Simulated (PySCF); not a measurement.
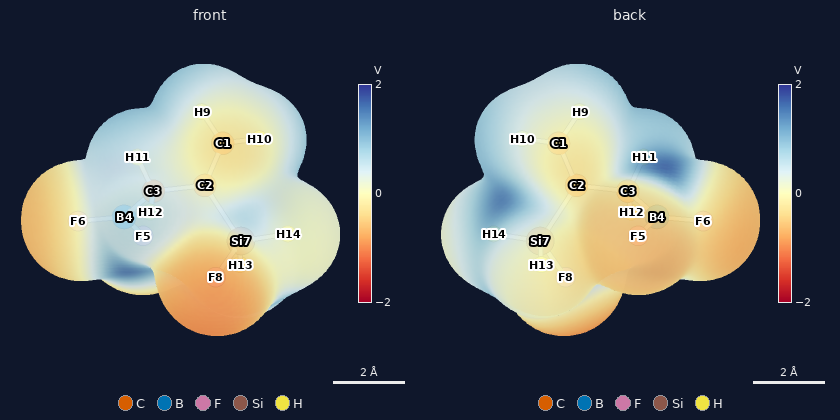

*C3H6BF3Si. The molecular electrostatic potential painted on the density surface at 0.001 e/bohr³, seen from the front and from behind; the colour scale runs from red (negative) to blue (positive).*

Geometry: GFN2-xTB.

Computed with PBE0/pcSseg-1, SCF density, gas phase, non-relativistic (PySCF).

```yaml
atoms:
  - { symbol: C, position_ang: [-0.8796, 1.6555, 0.7229] }
  - { symbol: C, position_ang: [-0.4348, 0.4862, 0.2803] }
  - { symbol: C, position_ang: [0.9478, 0.3556, -0.3060] }
  - { symbol: B, position_ang: [1.9416, -0.4735, 0.5960] }
  - { symbol: F, position_ang: [1.5825, -1.1081, 1.6939] }
  - { symbol: F, position_ang: [3.2251, -0.5850, 0.3178] }
  - { symbol: Si, position_ang: [-1.4610, -1.0946, 0.3789] }
  - { symbol: F, position_ang: [-0.9342, -2.0235, -0.8349] }
  - { symbol: H, position_ang: [-0.2833, 2.5544, 0.6752] }
  - { symbol: H, position_ang: [-1.8615, 1.7628, 1.1509] }
  - { symbol: H, position_ang: [1.3702, 1.3434, -0.5135] }
  - { symbol: H, position_ang: [0.8764, -0.1518, -1.2739] }
  - { symbol: H, position_ang: [-1.2290, -1.8781, 1.5802] }
  - { symbol: H, position_ang: [-2.8608, -0.8437, 0.0701] }
```

Describe the electrostatic potential map.

Answer. The most negative region (about −0.9 V, or −21 kcal/mol for a unit charge) lies over F8, the most positive (about +1.5 V, or +35 kcal/mol for a unit charge) over B4 and Si7.
